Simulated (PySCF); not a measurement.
## NMR shielding calculation of B4H10

- system: B4H10 (arachno-B4H10)
- method: GIAO B3LYP/pcSseg-1 NMR shielding, non-relativistic, IEF-PCM dimethylsulfoxide (PySCF 2.14.0)

The geometry comes from this level: GFN2-xTB. Figures and captions count atoms from 1; the log counts them from 0 in places.

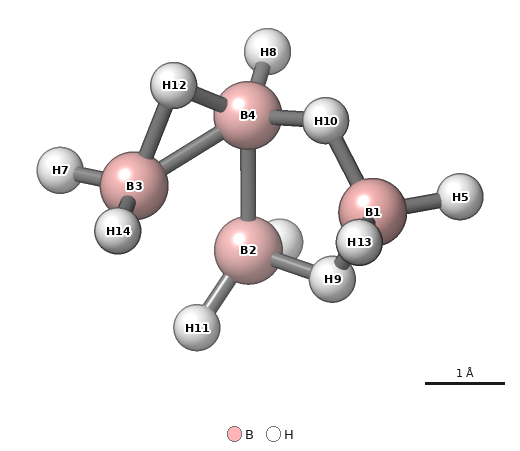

**Figure 1.** The input geometry (ball-and-stick view, seen at a tilt; atoms are numbered from 1 in the order of the input). Bond lengths as drawn: B–B 1.72 to 1.83 Å and B–H 1.18 to 1.44 Å.

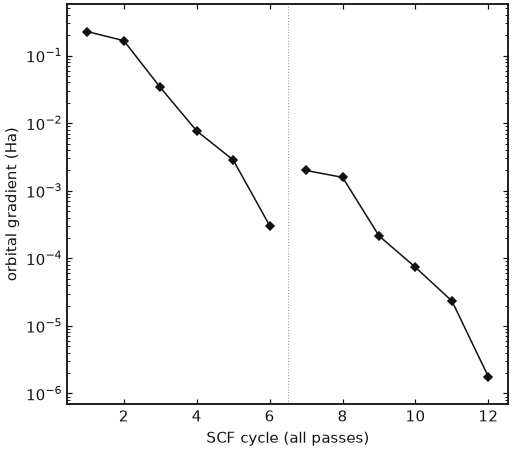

**Figure 2.** Convergence of the self-consistent field: orbital gradient against the SCF cycle. The dotted line marks the change from a coarse to the final integration grid. The first 6 cycles use a coarse grid, the final grid takes over at cycle 7, and the field converges after 12 cycles in all.

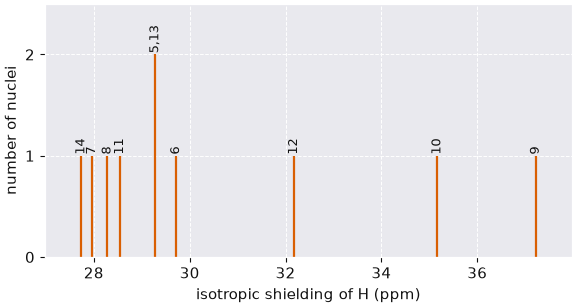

**Figure 3.** Isotropic shieldings of the hydrogen nuclei in this fixed geometry, labelled by atom number; shielding grows to the right, so chemical shift grows to the left. The least shielded is H14 (27.7 ppm), the most shielded H9 (37.2 ppm).

These pictures come from the run below.

### The input
```
{"job": {"kind": "nmr", "xc": "B3LYP", "basis": "pcSseg-1", "solvent": "dimethylsulfoxide", "pop": false}, "charge": 0, "multiplicity": 1}
B      0.149292     1.133857     1.248265
B     -0.630865    -0.792310     0.409319
B     -0.330143    -0.359479    -1.427691
B      0.951743    -0.205584    -0.286685
H      0.677881     1.140396     2.300181
H     -0.332454    -1.723787     1.070237
H     -0.351499    -1.297290    -2.135523
H      1.862345    -0.911243    -0.052577
H     -0.742587     0.237297     1.263754
H      1.101055     0.878934     0.383244
H     -1.762894    -0.878828     0.066861
H      0.994558     0.191315    -1.471007
H     -0.349499     2.132428     0.874273
H     -1.014163     0.540461    -1.750989
```

The first line tells a small driver script what to run in PySCF; the rest is the geometry in Å.

Command:
```bash
OMP_NUM_THREADS=1 python <driver script> task.json out
```

### Output
```
coarse grid: 10544 points
cycle   1  E = -105.3100322333  dE =  7.682e-02  |g| = 2.263e-01  |ddm| = 3.021e+00
cycle   2  E = -105.3204630982  dE = -1.043e-02  |g| = 1.664e-01  |ddm| = 4.834e-01
cycle   3  E = -105.3296983699  dE = -9.235e-03  |g| = 3.377e-02  |ddm| = 2.065e-01
cycle   4  E = -105.3300499710  dE = -3.516e-04  |g| = 7.664e-03  |ddm| = 4.175e-02
cycle   5  E = -105.3300670009  dE = -1.703e-05  |g| = 2.853e-03  |ddm| = 9.336e-03
cycle   6  E = -105.3300697281  dE = -2.727e-06  |g| = 3.046e-04  |ddm| = 2.814e-03
final grid: 98552 points
cycle   7  E = -105.3555781402  dE = -4.663e-05  |g| = 1.994e-03  |ddm| = 2.672e-02
cycle   8  E = -105.3555786967  dE = -5.565e-07  |g| = 1.578e-03  |ddm| = 4.310e-03
cycle   9  E = -105.3555795110  dE = -8.143e-07  |g| = 2.147e-04  |ddm| = 1.802e-03
cycle  10  E = -105.3555795244  dE = -1.344e-08  |g| = 7.355e-05  |ddm| = 3.485e-04
cycle  11  E = -105.3555795261  dE = -1.618e-09  |g| = 2.333e-05  |ddm| = 8.410e-05
cycle  12  E = -105.3555795262  dE = -1.831e-10  |g| = 1.765e-06  |ddm| = 2.376e-05
converged SCF energy = -105.3555795262

GIAO shielding tensors (ppm)
atom      isotropic    diamagn.    paramagn.     s11        s22        s33       span
  0 B      112.238     196.905     -84.666     92.826    113.555    130.334     37.508
  1 B      130.753     199.598     -68.845     98.033    128.163    166.062     68.029
  2 B       83.527     198.025    -114.498     44.593     76.664    129.324     84.731
  3 B      110.020     199.653     -89.634     92.052    113.259    124.747     32.695
  4 H       29.256      30.162      -0.906     26.719     27.413     33.634      6.915
  5 H       29.712      30.834      -1.122     26.734     27.438     34.963      8.229
  6 H       27.956      30.215      -2.259     24.393     28.061     31.414      7.021
  7 H       28.282      30.006      -1.725     25.884     26.475     32.487      6.603
  8 H       37.218      34.847       2.371     33.317     35.097     43.239      9.922
  9 H       35.163      34.686       0.478     31.500     33.822     40.168      8.669
 10 H       28.541      30.409      -1.869     26.970     28.248     30.404      3.435
 11 H       32.171      30.331       1.840     28.117     33.536     34.860      6.743
 12 H       29.299      30.908      -1.609     27.484     27.778     32.635      5.151
 13 H       27.734      31.642      -3.908     24.224     28.133     30.845      6.620
```

### Key numbers

| quantity | value |
| --- | --- |
| outcome | converged |
| total energy | −105.355580 hartree |
| HOMO | −9.20 eV |
| LUMO | −1.05 eV |
| dipole moment | 1.11 D |
| isotropic shielding, B | 83.5 to 130.8 ppm |
| isotropic shielding, H | 27.7 to 37.2 ppm |
| hardware | 1 CPU thread, shared host |
| wall time | 6.9 s |
| peak memory | 0.6 GiB |
